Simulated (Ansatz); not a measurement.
# Trajectory cell Ga48O72 of beta-gallia Ga2O3, uniform strain +0.6 %, part 2 of 2

Ansatz 0.2.0, PAW. Earlier steps stand in the parts before.

### 3 HSE06 single point

in.yaml reads:

```yaml
crystal:
  lattice:
    - [12.351140, 0.000000, 0.000880]
    - [0.000000, 9.196619, 0.000000]
    - [-2.773724, 0.000000, 11.356881]
  atoms:
    - { symbol: Ga, position: [0.409443, 0.193441, 0.115739] }
    - { symbol: Ga, position: [0.396522, 0.175222, 0.601076] }
    - { symbol: Ga, position: [0.385588, 0.528630, 0.089098] }
    - { symbol: Ga, position: [0.415259, 0.498238, 0.605627] }
    - { symbol: Ga, position: [0.383901, 0.868361, 0.090488] }
    - { symbol: Ga, position: [0.400131, 0.838241, 0.609962] }
    - { symbol: Ga, position: [0.159104, 0.154996, 0.162676] }
    - { symbol: Ga, position: [0.129864, 0.159443, 0.652836] }
    - { symbol: Ga, position: [0.144669, 0.481552, 0.146149] }
    - { symbol: Ga, position: [0.138807, 0.496016, 0.654786] }
    - { symbol: Ga, position: [0.152057, 0.810816, 0.169322] }
    - { symbol: Ga, position: [0.158820, 0.828003, 0.644619] }
    - { symbol: Ga, position: [0.060810, 0.002359, 0.389711] }
    - { symbol: Ga, position: [0.101752, 0.003764, 0.905621] }
    - { symbol: Ga, position: [0.089431, 0.330399, 0.387493] }
    - { symbol: Ga, position: [0.104867, 0.340401, 0.901275] }
    - { symbol: Ga, position: [0.063457, 0.676662, 0.400156] }
    - { symbol: Ga, position: [0.077850, 0.678785, 0.888207] }
    - { symbol: Ga, position: [0.908199, 0.022532, 0.107797] }
    - { symbol: Ga, position: [0.888807, 0.008242, 0.595976] }
    - { symbol: Ga, position: [0.906738, 0.339862, 0.107297] }
    - { symbol: Ga, position: [0.881704, 0.341880, 0.595066] }
    - { symbol: Ga, position: [0.914060, 0.683995, 0.100674] }
    - { symbol: Ga, position: [0.901641, 0.687211, 0.599388] }
    - { symbol: Ga, position: [0.654074, 0.003966, 0.151784] }
    - { symbol: Ga, position: [0.644575, 0.009444, 0.659733] }
    - { symbol: Ga, position: [0.647657, 0.332987, 0.160264] }
    - { symbol: Ga, position: [0.647121, 0.332074, 0.631753] }
    - { symbol: Ga, position: [0.635223, 0.674755, 0.152040] }
    - { symbol: Ga, position: [0.657255, 0.670854, 0.655489] }
    - { symbol: Ga, position: [0.335679, 0.001843, 0.331493] }
    - { symbol: Ga, position: [0.321815, 0.017032, 0.831849] }
    - { symbol: Ga, position: [0.333165, 0.333079, 0.322120] }
    - { symbol: Ga, position: [0.343550, 0.323225, 0.847647] }
    - { symbol: Ga, position: [0.319013, 0.662355, 0.348030] }
    - { symbol: Ga, position: [0.340781, 0.668521, 0.861005] }
    - { symbol: Ga, position: [0.563971, 0.156663, 0.389289] }
    - { symbol: Ga, position: [0.589149, 0.153581, 0.902011] }
    - { symbol: Ga, position: [0.578164, 0.484816, 0.390308] }
    - { symbol: Ga, position: [0.566176, 0.502346, 0.886667] }
    - { symbol: Ga, position: [0.572195, 0.832848, 0.404645] }
    - { symbol: Ga, position: [0.577326, 0.838571, 0.883768] }
    - { symbol: Ga, position: [0.829655, 0.186511, 0.346911] }
    - { symbol: Ga, position: [0.837224, 0.188614, 0.854501] }
    - { symbol: Ga, position: [0.834101, 0.498604, 0.334455] }
    - { symbol: Ga, position: [0.845302, 0.503681, 0.855999] }
    - { symbol: Ga, position: [0.818724, 0.826290, 0.342001] }
    - { symbol: Ga, position: [0.833465, 0.836340, 0.840484] }
    - { symbol: O, position: [0.334346, 0.174993, 0.440853] }
    - { symbol: O, position: [0.311069, 0.173947, 0.962646] }
    - { symbol: O, position: [0.336432, 0.503595, 0.439834] }
    - { symbol: O, position: [0.313630, 0.500242, 0.935284] }
    - { symbol: O, position: [0.332450, 0.873171, 0.463694] }
    - { symbol: O, position: [0.323724, 0.862893, 0.945128] }
    - { symbol: O, position: [0.330839, 0.168020, 0.232248] }
    - { symbol: O, position: [0.333662, 0.149937, 0.728669] }
    - { symbol: O, position: [0.303615, 0.497157, 0.209222] }
    - { symbol: O, position: [0.312329, 0.482765, 0.704058] }
    - { symbol: O, position: [0.319879, 0.832433, 0.226371] }
    - { symbol: O, position: [0.317953, 0.829798, 0.716019] }
    - { symbol: O, position: [0.991962, 0.174120, 0.362497] }
    - { symbol: O, position: [0.005727, 0.185503, 0.871948] }
    - { symbol: O, position: [0.006115, 0.501282, 0.383153] }
    - { symbol: O, position: [0.007943, 0.519685, 0.893553] }
    - { symbol: O, position: [0.984251, 0.833694, 0.383979] }
    - { symbol: O, position: [0.001560, 0.856940, 0.858108] }
    - { symbol: O, position: [0.188662, 0.995111, 0.070280] }
    - { symbol: O, position: [0.144883, 0.998639, 0.548640] }
    - { symbol: O, position: [0.166793, 0.313107, 0.057262] }
    - { symbol: O, position: [0.136057, 0.315269, 0.546988] }
    - { symbol: O, position: [0.166541, 0.666576, 0.044682] }
    - { symbol: O, position: [0.152646, 0.664585, 0.556318] }
    - { symbol: O, position: [0.825985, 0.003040, 0.428237] }
    - { symbol: O, position: [0.847554, 0.003170, 0.943516] }
    - { symbol: O, position: [0.819689, 0.347695, 0.439819] }
    - { symbol: O, position: [0.820083, 0.340498, 0.957072] }
    - { symbol: O, position: [0.824169, 0.654469, 0.435218] }
    - { symbol: O, position: [0.851234, 0.694942, 0.946240] }
    - { symbol: O, position: [0.155974, 0.994357, 0.293987] }
    - { symbol: O, position: [0.159781, 0.995265, 0.778534] }
    - { symbol: O, position: [0.170653, 0.351940, 0.283761] }
    - { symbol: O, position: [0.185695, 0.329079, 0.767882] }
    - { symbol: O, position: [0.160805, 0.684699, 0.286677] }
    - { symbol: O, position: [0.158274, 0.638058, 0.790252] }
    - { symbol: O, position: [0.817756, 0.006584, 0.207778] }
    - { symbol: O, position: [0.823637, 0.979637, 0.712994] }
    - { symbol: O, position: [0.811955, 0.337996, 0.213921] }
    - { symbol: O, position: [0.830215, 0.349323, 0.729306] }
    - { symbol: O, position: [0.836656, 0.685258, 0.226244] }
    - { symbol: O, position: [0.827485, 0.661298, 0.719038] }
    - { symbol: O, position: [0.493710, 0.032709, 0.130241] }
    - { symbol: O, position: [0.482115, 0.009203, 0.631345] }
    - { symbol: O, position: [0.492430, 0.363986, 0.149714] }
    - { symbol: O, position: [0.485649, 0.346607, 0.598706] }
    - { symbol: O, position: [0.466840, 0.705788, 0.103342] }
    - { symbol: O, position: [0.496129, 0.671566, 0.646641] }
    - { symbol: O, position: [0.487451, 0.975129, 0.350726] }
    - { symbol: O, position: [0.491125, 0.997116, 0.888160] }
    - { symbol: O, position: [0.486571, 0.321500, 0.363168] }
    - { symbol: O, position: [0.506849, 0.329366, 0.852318] }
    - { symbol: O, position: [0.496492, 0.666292, 0.393065] }
    - { symbol: O, position: [0.496852, 0.686653, 0.898591] }
    - { symbol: O, position: [0.667814, 0.163690, 0.044052] }
    - { symbol: O, position: [0.642682, 0.173555, 0.545826] }
    - { symbol: O, position: [0.654453, 0.498834, 0.050321] }
    - { symbol: O, position: [0.663592, 0.489035, 0.547782] }
    - { symbol: O, position: [0.661725, 0.851864, 0.060200] }
    - { symbol: O, position: [0.650338, 0.847114, 0.559415] }
    - { symbol: O, position: [0.666599, 0.176185, 0.288973] }
    - { symbol: O, position: [0.671877, 0.167373, 0.769475] }
    - { symbol: O, position: [0.669826, 0.510119, 0.288523] }
    - { symbol: O, position: [0.652222, 0.508238, 0.777321] }
    - { symbol: O, position: [0.658215, 0.829095, 0.285733] }
    - { symbol: O, position: [0.661265, 0.832583, 0.778706] }
    - { symbol: O, position: [0.999474, 0.188317, 0.141554] }
    - { symbol: O, position: [0.970742, 0.198282, 0.625234] }
    - { symbol: O, position: [0.987150, 0.497773, 0.123235] }
    - { symbol: O, position: [0.975549, 0.496102, 0.629296] }
    - { symbol: O, position: [0.987153, 0.847051, 0.141438] }
    - { symbol: O, position: [0.995806, 0.838872, 0.623077] }
kpoints:
  mp_grid: { grid: [1, 1, 1] }
hamiltonian:
  xc: hse06
scf:
  occupations: { method: fermi_dirac, width: 0.01 }
output:
  forces: true
  eigenvalues: true
  populations: true
  eigenstates: { kpoints: [[0, 0, 0]], e_range: [-6.0, 6.0], localisation: true }
```

The log of the run:

```text
Pseudopotentials: kind: paw
Functional definition: HSE06
  parameter a = 0.25
  parameter omega = 0.11/bohr
  exchange = pbe_x - a*pbe_x_sr(omega) + a*exact_x_sr(omega)
  correlation = pbe_c
Crystal: 120 atoms, lattice volume = 1290.036 Å³
Basis set: ecut = 420 eV, 25219 PW (Γ), exchange–correlation on 180×128×160 points (8 copies of the dense FFT grid, shifted against one another)
Bands: 648, of which v1, the nominal top of the filled ones, is band 528 counted from 1 (527 counted from 0)
Symmetry: 1 space group operations
Space group: P1 (ITA 1), of the structure as read, at distance tolerance 1.1e-4 Å
k-points: 1
Non-local potential: Ga, projectors of the file, l = 0: 2, l = 1: 2, l = 2: 3, l = 3: 1
Non-local potential: O, projectors of the file, l = 0: 2, l = 1: 2, l = 2: 1
PAW form: soft (Blöchl's): semilocal exchange-correlation on the pseudo side does not see the compensation charge
PAW frozen core: Ga, regenerated for the run's functional, and the local potential with it (the file was generated under x = pbe(κ = 0.804, μ = 0.2195149727645171), c = pbe(β = 0.06672455060314922))
PAW frozen core: O, regenerated for the run's functional, and the local potential with it (the file was generated under x = pbe(κ = 0.804, μ = 0.2195149727645171), c = pbe(β = 0.06672455060314922))
PAW one-centre angular grid: Ga, 590 points (default); XC on 64 Gauss nodes
PAW one-centre angular grid: O, 110 points (default); XC on 96 Gauss nodes
Initial density: superposition of atomic densities (neutral atoms: chi_scale 0, normalization atom), corrected by the library's trained network
Initial wavefunctions: pseudopotential atomic-orbital guess
Functional: x = pbe(κ = 0.804, μ = 0.2195149727645171), c = pbe(β = 0.06672455060314922), warm-up for x = pbe(κ = 0.804, μ = 0.2195149727645171) + 0.25 (exact − pbe) at short range (hse, ω = 0.20786987370883472 Å⁻¹), c = pbe(β = 0.06672455060314922); HSE06 as pw.x's `hse` composes it (authors' and Libxc's form: `xc: wpbeh`)
SCF iter   1: F=—  HF=-222459.553173 eV  |F-HF|=—  |Δ(HF+E_count)|=         —  Δρ=2.79e-3  dr2=7.84e-2  ethr=1.77e-3  ⟨swp⟩=16.0  Hψ=2896  notcnv=0
preconditioner: auto → none  [insulator: Δε(μ)=1.535 eV  Ē_g=17.361 eV  σ=0.010 eV  W_gap=1.00  n_scr=398 (ndim 8)  ℏωp=33.6 eV  f_vac=0.023  D(μ)=0.00/eV (n_scr^D=0)]
SCF iter   2: F=—  HF=-222459.582014 eV  |F-HF|=—  |Δ(HF+E_count)|=   2.88e-2  Δρ=2.09e-3  dr2=4.71e-2  ethr=7.43e-6  ⟨swp⟩=7.0  Hψ=2218  notcnv=0  defer=61
iter 3 solved again at ethr=3.73e-7 eV; its pass at ethr=4.46e-6 eV (dr2=3.94e-3 eV) is discarded
SCF iter   3: F=—  HF=-222459.574141 eV  |F-HF|=—  |Δ(HF+E_count)|=   7.87e-3  Δρ=8.48e-4  dr2=3.98e-3  ethr=3.73e-7  ⟨swp⟩=6.0  Hψ=3207  notcnv=0  defer=27
SCF iter   4: F=—  HF=-222459.577153 eV  |F-HF|=—  |Δ(HF+E_count)|=   3.01e-3  Δρ=4.32e-4  dr2=1.84e-3  ethr=3.73e-7  ⟨swp⟩=7.0  Hψ=1788  notcnv=0  defer=13
SCF iter   5: F=-222459.577289 eV  HF=-222459.577281 eV  |F-HF|=8.29e-6  |Δ(HF+E_count)|=   1.28e-4  Δρ=1.06e-4  dr2=1.01e-4  ethr=1.74e-7  ⟨swp⟩=8.0  Hψ=1443  notcnv=0  defer=10
SCF 1 stopped early in 5 iterations: F = -222459.577289 eV  dr2 = 1.01e-4
Initial density: handed on by an earlier stage of this run
Initial wavefunctions: those handed on with the density
Functional: x = pbe(κ = 0.804, μ = 0.2195149727645171) + 0.25 (exact − pbe) at short range (hse, ω = 0.20786987370883472 Å⁻¹), c = pbe(β = 0.06672455060314922); HSE06 as pw.x's `hse` composes it (authors' and Libxc's form: `xc: wpbeh`)
Exchange kernel: α = 0.2500, screened, ω = 0.2079 Å⁻¹, Wigner–Seitz truncation, v(0) = 936.1253 eV·Å³, q-mesh 1×1×1, nearest image of the exchange supercell L = 9.20 Å, pair-density grid 60×45×60, without the augmentation charges, whose exchange is taken in its separable form (sized by the pseudopotential files, 81×64×80 at the most), smooth part of the exact exchange by density-matrix convolution [...]
Frozen-core exchange: fock
SCF iter   1: F=—  HF=-222474.439003 eV  |F-HF|=—  |Δ(HF+E_count)|=         —  Δρ=1.73e-2  dr2=1.82e0  ethr=9.52e-8  ⟨swp⟩=18.0  Hψ=3592  notcnv=0
preconditioner: auto → none  [insulator: Δε(μ)=3.238 eV  Ē_g=20.542 eV  σ=0.010 eV  W_gap=1.00  n_scr=398 (ndim 8)  ℏωp=33.6 eV  f_vac=0.024  D(μ)=0.00/eV (n_scr^D=0)]
SCF iter   2: F=—  HF=-222473.688925 eV  |F-HF|=—  |Δ(HF+E_count)|=   7.50e-1  Δρ=5.95e-3  dr2=2.28e-1  ethr=9.52e-8  ⟨swp⟩=6.0  Hψ=3165  notcnv=0
SCF iter   3: F=—  HF=-222474.228384 eV  |F-HF|=—  |Δ(HF+E_count)|=   5.39e-1  Δρ=4.42e-3  dr2=1.25e-1  ethr=9.52e-8  ⟨swp⟩=6.0  Hψ=3044  notcnv=0
SCF iter   4: F=—  HF=-222474.202463 eV  |F-HF|=—  |Δ(HF+E_count)|=   2.59e-2  Δρ=1.42e-3  dr2=1.14e-2  ethr=9.52e-8  ⟨swp⟩=5.0  Hψ=2603  notcnv=0
SCF iter   5: F=—  HF=-222474.214689 eV  |F-HF|=—  |Δ(HF+E_count)|=   1.22e-2  Δρ=1.16e-3  dr2=1.72e-2  ethr=9.52e-8  ⟨swp⟩=6.0  Hψ=2350  notcnv=0
SCF iter   6: F=—  HF=-222474.211608 eV  |F-HF|=—  |Δ(HF+E_count)|=   3.08e-3  Δρ=5.98e-4  dr2=5.28e-3  ethr=9.52e-8  ⟨swp⟩=5.0  Hψ=2314  notcnv=0
SCF iter   7: F=—  HF=-222474.210407 eV  |F-HF|=—  |Δ(HF+E_count)|=   1.20e-3  Δρ=1.47e-4  dr2=3.50e-4  ethr=9.52e-8  ⟨swp⟩=4.0  Hψ=1427  notcnv=0
SCF iter   8: F=-222474.210319 eV  HF=-222474.210324 eV  |F-HF|=5.81e-6  |Δ(HF+E_count)|=   8.23e-5  Δρ=2.66e-5  dr2=5.26e-5  ethr=2.88e-8  ⟨swp⟩=4.0  Hψ=1303  notcnv=0
SCF 2 stopped early in 8 iterations: F = -222474.210319 eV  dr2 = 5.26e-5
  Residual-converged pass: ⟨swp⟩=4.0  Hψ=2063  notcnv=0  max |occ|·‖R‖ = 4.0e-6 eV (tolerance 6.7e-6 eV)  dr2=5.20e-5  dr2_onsite=9.20e-7  max |Δocc| = 0.0e0
[... from here the SCF cycle lines were not kept, up to the last twenty ...]
hybrid outer 1: dexx = +6.076e-1 eV, tail = 1.56e-3 eV
SCF iter   1: F=—  HF=-222474.193412 eV  |F-HF|=—  |Δ(HF+E_count)|=         —  Δρ=1.06e-4  dr2=1.59e-4  ethr=7.41e-7  ⟨swp⟩=18.0  Hψ=1657  notcnv=0
preconditioner: auto → none  [insulator: Δε(μ)=3.199 eV  Ē_g=20.432 eV  σ=0.010 eV  W_gap=1.00  n_scr=398 (ndim 8)  ℏωp=33.6 eV  f_vac=0.029  D(μ)=0.00/eV (n_scr^D=0)]
SCF iter   2: F=—  HF=-222474.193403 eV  |F-HF|=—  |Δ(HF+E_count)|=   8.49e-6  Δρ=2.00e-5  dr2=8.11e-6  ethr=1.15e-8  ⟨swp⟩=4.0  Hψ=1594  notcnv=0
SCF iter   3: F=—  HF=-222474.193435 eV  |F-HF|=—  |Δ(HF+E_count)|=   3.14e-5  Δρ=1.89e-5  dr2=3.26e-6  ethr=2.03e-10  ⟨swp⟩=7.0  Hψ=2498  notcnv=0  defer=4
SCF iter   4: F=—  HF=-222474.193434 eV  |F-HF|=—  |Δ(HF+E_count)|=   4.59e-7  Δρ=4.11e-6  dr2=1.35e-7  ethr=2.03e-10  ⟨swp⟩=5.0  Hψ=1357  notcnv=0
SCF iter   5: F=—  HF=-222474.193435 eV  |F-HF|=—  |Δ(HF+E_count)|=   5.34e-7  Δρ=3.50e-6  dr2=1.19e-7  ethr=7.33e-12  ⟨swp⟩=7.0  Hψ=2094  notcnv=0  defer=13
SCF iter   6: F=-222474.193435 eV  HF=-222474.193435 eV  |F-HF|=1.38e-8  |Δ(HF+E_count)|=   2.40e-8  Δρ=1.22e-6  dr2=1.73e-8  ethr=7.33e-12  ⟨swp⟩=7.0  Hψ=1478  notcnv=0  defer=3
SCF 3 converged in 6 iterations: F = -222474.193435 eV  dr2 = 1.73e-8
  Residual-converged pass: ⟨swp⟩=2.0  Hψ=1173  notcnv=0  max |occ|·‖R‖ = 2.4e-6 eV (tolerance 5.1e-6 eV)  dr2=1.76e-8  dr2_onsite=1.17e-9  max |Δocc| = 0.0e0
hybrid outer 2: dexx = +2.749e-5 eV, tail = 5.31e-7 eV, Δε = 2.55e-3 eV (about 5.60e-5 eV left of the loop's levels), ΔF = 1.24e-2 eV/Å (tail 1.45e-3)
NSCF: frozen V_eff on 1 k-points
hybrid SCF converged: 2 outer / 14 inner (+5 warm-up), last move |dexx| = 2.75e-5 eV, tail = 5.31e-7 eV
Stability not checked: this state was not tested for a lower state beside it, because the functional holds exact exchange (a hybrid, or Hartree-Fock), whose exchange loop this test does not read (fock_operator; see scf.lower_state_search)
Free energy (F): -222474.193428 eV
Harris-Foulkes:  -222474.193428 eV  (|F-HF|=1.38e-8)
Internal energy: -222474.193428 eV  (E = F + TS)
E sigma→0 (E₀):  -222474.193428 eV
Fermi energy:    8.642170 eV
--- Per-component energies (eV) ---
  E_band       = -3967.040117
  E_kinetic    = 18260.743218
  E_local      = -111260.500954  (includes V_loc(G=0)·N_el)
  E_nonlocal   = 24232.082477
  E_hartree    = 50075.489808
  E_xc         = -6850.178985
  E_vxc        = -7541.304157  (∫ρ·V_xc dr)
  E_exx        = -3733.675665  (= α·E_x^exact, valence–valence)
  E_paw        = -105364.687469  (= ΣΔE_a)
  E_vpaw       = -20341.843239  (= ΣTr[D̂ρ^β])
  E_aug_tail   = 0.170350  (compensation charges beyond the density's cutoff)
  E_ewald      = -87837.104491
  E_core_change = 3.468300  (= ΣΔE_core)
  E_smearing   = -0.000000  (= −TS)
  E_closure    = -0.000015  (closes the sum)
  Σ components = -222474.193428   (vs F -222474.193428, Δ=0.00e0)
--- Forces (eV/Å), atoms counted from 1 ---
  atom   1  Ga    -0.33980930    -0.13624537    -1.53540754
  atom   2  Ga     0.36624613    -0.00119235    -1.30982526
[... 1 atom left out ...]
  atom   4  Ga    -3.75121737     4.51455396    -0.54401642
  atom   5  Ga     0.62257437     1.49191772     4.12358892
[... 48 atoms left out ...]
  atom  54  O     -0.96184045    -1.40478883    -4.01581745
[... 9 atoms left out ...]
  atom  64  O     -1.70525547    -4.82046106    -0.19504836
[... 17 atoms left out ...]
  atom  82  O     -3.30279670    -0.97538058     2.26976962
[... 11 atoms left out ...]
  atom  94  O      2.05090931    -4.84638214     1.12901453
[... 2 atoms left out ...]
  atom  97  O      0.37600945     4.57263890     0.26405619
[... 18 atoms left out ...]
  atom 116  O      1.28923538    -5.84732986     0.16285193
[... 4 atoms left out ...]
  max |Σ_I F_I| component: 4.93e-4 eV/Å
--- Band table (eV) ---
  k-point 0: bands = [... 516 lower levels ..., "6.5120", "6.5369", "6.6005", "6.6405", "6.6532", "6.6958", "6.7261", "6.8147", "6.8931", "6.9280", "7.0000", "7.0437", "10.2405", "12.2487", "12.4589", "12.5290", "12.8489", "13.0079", "13.1845", "13.3261", "13.3909", "13.5253", "13.5907", "13.6881", ... 108 higher levels ...]
--- Löwdin populations: 120 sites ---
  site symbol       q [e]
     0     Ga     11.9144
     1     Ga     11.8441
[... 118 atoms left out ...]
  spilling = 0.003454 (of n_electrons = 1056.000000)
```

It took 3.5 min on 1 × data-centre GPU with 11 threads, shared host; peak host memory 5.2 GiB.

At the Γ point alone the filled levels end at 7.044 eV and the empty ones begin at 10.240 eV, a spacing of 3.20 eV.

Frontier states and how far they spread:

| level (eV) | spin | filling | atoms sharing it | main element | its share | largest atom |
| --- | --- | --- | --- | --- | --- | --- |
| -0.35 | both | 2.00 | 19.4 | O | 0.94 | O62 (0.10) |
| -0.32 | both | 2.00 | 10.4 | O | 0.94 | O49 (0.25) |
| -0.23 | both | 2.00 | 4.6 | O | 0.95 | O118 (0.45) |
| -0.15 | both | 2.00 | 5.3 | O | 0.93 | O49 (0.30) |
| -0.12 | both | 2.00 | 8.9 | O | 0.95 | O53 (0.23) |
| -0.04 | both | 2.00 | 6.6 | O | 0.95 | O70 (0.36) |
| 0.00 | both | 2.00 | 8.4 | O | 0.96 | O53 (0.31) |
| 3.20 | both | 0.00 | 108.0 | O | 0.52 | – |

### 4 Results

The summary covers parts 1 to 2.

```
level           time  top filled to lowest empty (eV)
HSE06  3.5 min (GPU)                             3.20
```

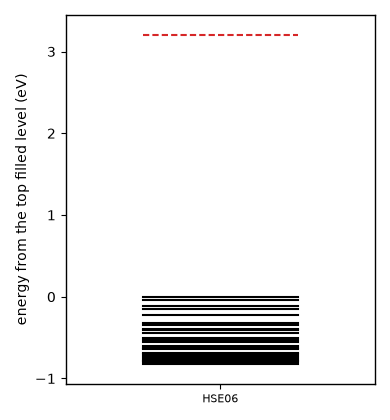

Levels near the gap by HSE06: filled black, empty red and dashed.

| quantity | value |
| --- | --- |
| length | 240 steps of 2.5 fs |
| mean temperature of the first stage | 1160 K |
| temperature at the last sample | 1272 K (thermostat's target 1200 K) |
| median shift | Ga 0.22, O 0.22 Å |

**In words.** Over 0.60 ps the largest median shift, of O, is 0.22 Å, against 1.9 Å between neighbours at the start, so its atoms mostly kept their sites. With one k point the spacing samples only the states that fold onto it, so it can exceed the gap over the zone.
